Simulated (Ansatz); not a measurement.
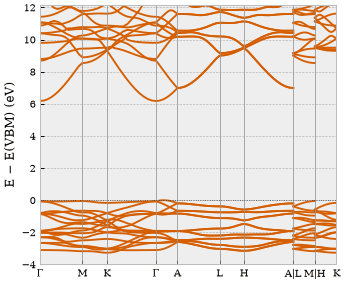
Figure: Band structure from the program Ansatz at the r²SCAN level (PAW)

Problem. Read off the gap and where the band edges lie.

Solution. About 6.2 eV (6.18 eV by a search for the band edges); maximum on the Γ–A line, 38 % of the way from Γ, minimum at Γ.

Problem. Pick the material that matches.
(A) SiO2, P6_322 (Si on 4f, O on 6g, O on 2c)
(B) Si3N4, P6_3/m (Si on 6h, N on 2d, N on 6h)
(C) CaAl2O4, P6_3 (Pearson symbol hP42)
(D) MgO, wurtzite

Solution. A, SiO2, P6_322 (Si on 4f, O on 6g, O on 2c)

The first step of the workflow began from a Materials Project structure, measured or hypothetical; the Crystallography Open Database copy checked does not list it. It is not the phase usual at ambient conditions (space group No. 92, 152, 154). The cell was relaxed with r²SCAN under the symmetry of its start. At this level the phase is dynamically unstable (imaginary phonons).

Potentials: the earlier of the program's two PAW sets.
